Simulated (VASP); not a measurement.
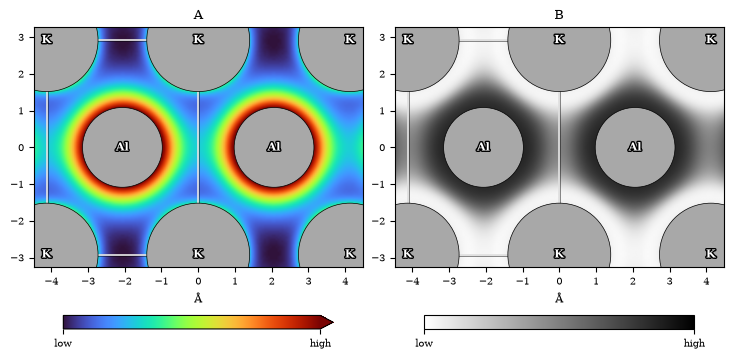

KAl: 2 fields on the (101) plane of the conventional cell, with unlabelled colour scales. Grey discs cover the atomic cores.

Space group Pm-3m; a generated structure, not necessarily the stable one.

These are results of Kohn-Sham DFT of a periodic cell, PBE, VASP PAW PBE potentials, recommended in VASP 6.6.1, not measurements.

Match the panels to the quantities (electron localisation function and valence pseudo-density).

Panel A: valence pseudo-density. Panel B: electron localisation function. From the grid: K–Al (3.57 Å): ρ at the midpoint is about 0.06 e/Å³; the ELF peaks at about 0.85 in the valence shell of Al, 1.0 Å from its nucleus, and drops to about 0.05 between the two atoms.
